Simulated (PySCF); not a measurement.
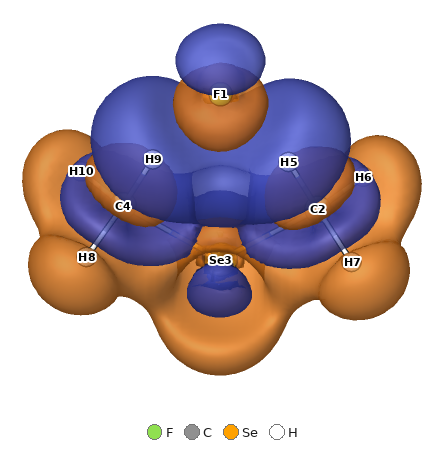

Figure 1: C2H6FSe, charge −1, SMILES `[F-].C[Se]C`. Density of the complex less the densities of the two fragments at the same geometry, ±0.006 e/Å³ (orange: gain, blue: loss). Fragment A: F(−1) (atom 1); fragment B: H6C2Se.

Level of theory: CAM-B3LYP/def2-SVPD (PySCF), at a geometry from GFN2-xTB. GFN2-xTB bond lengths at metals and heavier atoms can be off by up to 0.1 Å and shapes distorted, which carries into these values.

The calculation's input:

```python
import numpy as np
from pyscf import gto, scf, dft
from pyscf.scf import atom_ks, atom_hf
from scipy.linalg import block_diag
from pyscf.dispersion import dftd3

def solve(mol, dm0=None, hcore=None):
    mf = (dft.UKS if mol.spin else dft.RKS)(mol, xc='camb3lyp')
    mf.grids.level = 3
    mf = mf.density_fit(auxbasis='def2-universal-jkfit')
    mf.conv_tol, mf.max_cycle = 1e-8, 80
    if hcore is not None:
        mf.get_hcore = lambda *args: hcore
    mf.kernel(dm0)
    if not mf.converged:
        mf = mf.newton().run(mf.mo_coeff, mf.mo_occ, max_cycle=30)
    assert mf.converged, 'SCF not converged'
    return mf

mol = gto.M(atom='''
F      2.80475    -0.00039    -0.04397
C      0.32550    -1.48079     0.05931
Se    -0.95594     0.00020    -0.02209
C      0.32670     1.48047     0.05933
H      1.33289    -1.03259     0.00158
H      0.14589    -2.14685    -0.78146
H      0.19214    -2.01548     0.99738
H      0.19378     2.01526     0.99740
H      1.33373     1.03146     0.00159
H      0.14763     2.14668    -0.78144
''', basis='def2-svpd', charge=-1, spin=0, verbose=4)
mol_a = gto.M(atom='''
F      2.80475    -0.00039    -0.04397
ghost-C      0.32550    -1.48079     0.05931
ghost-Se    -0.95594     0.00020    -0.02209
ghost-C      0.32670     1.48047     0.05933
ghost-H      1.33289    -1.03259     0.00158
ghost-H      0.14589    -2.14685    -0.78146
ghost-H      0.19214    -2.01548     0.99738
ghost-H      0.19378     2.01526     0.99740
ghost-H      1.33373     1.03146     0.00159
ghost-H      0.14763     2.14668    -0.78144
''', basis='def2-svpd', charge=-1, spin=0, verbose=4)
mol_b = gto.M(atom='''
ghost-F      2.80475    -0.00039    -0.04397
C      0.32550    -1.48079     0.05931
Se    -0.95594     0.00020    -0.02209
C      0.32670     1.48047     0.05933
H      1.33289    -1.03259     0.00158
H      0.14589    -2.14685    -0.78146
H      0.19214    -2.01548     0.99738
H      0.19378     2.01526     0.99740
H      1.33373     1.03146     0.00159
H      0.14763     2.14668    -0.78144
''', basis='def2-svpd', charge=0, spin=0, verbose=4)
ab, a, b = solve(mol), solve(mol_a), solve(mol_b)
e_int = ab.e_tot - a.e_tot - b.e_tot
print('counterpoise-corrected interaction energy / kcal/mol', e_int * 627.5095)
def disp(atoms, charge):
    m = gto.M(atom=atoms, charge=charge, basis='sto-3g', spin=None, unit='Bohr', verbose=0)
    return dftd3.DFTD3Dispersion(m, xc='camb3lyp', version='d3bj').get_dispersion()['energy']
e_disp = disp(mol._atom, mol.charge) - disp(mol._atom[:1], mol_a.charge) - disp(mol._atom[1:], mol_b.charge)
print('D3(BJ) part / kcal/mol', e_disp * 627.5095)
# spherically averaged free atoms, for the promolecule
atm = atom_ks.get_atm_nrks(mol, xc='camb3lyp')
pro = block_diag(*[(atm[a[0]][2] * atm[a[0]][3]) @ atm[a[0]][2].T for a in mol._atom])
np.savez('result.npz', e_int=e_int, e_disp=e_disp, dm_a=a.make_rdm1(), dm_b=b.make_rdm1(), c=ab.mo_coeff, occ=ab.mo_occ, eps=ab.mo_energy, pro=pro, d=[f.dip_moment(verbose=0) for f in (ab, a, b)])
```

Launched as:

```sh
OMP_NUM_THREADS=1 python input.py
```

The run took 100 s on 1 thread of Intel(R) Xeon(R) Processor @ 2.50GHz (Skylake/Cascade Lake) (shared host), peak memory 0.78 GiB.

Partitions, critical points and surface values were worked out afterwards from this run's density.

Q: How is the density rearranged on binding?

A: Hirshfeld charges show 0.055 e passing from A to B. By Hirshfeld charges, electrons gather most on Se3 (−0.105 e) and leave H5 and H9 alike most (+0.078 e); 0.43 e is displaced in all.

Q: What is the interaction energy, and which contacts carry it?

A: The counterpoise-corrected interaction energy of the frozen fragments is −22.0 kcal/mol without dispersion correction and −22.6 kcal/mol with D3(BJ). The pair geometry is semi-empirical, not a minimum at this level. Contacts: F1···H9, weak C–H hydrogen bond, 1.80 Å, ρ = 0.036 a.u.; F1···H5, weak C–H hydrogen bond, 1.80 Å, ρ = 0.036 a.u. The pose is a local one from a semi-empirical search, not shown to be the most stable.
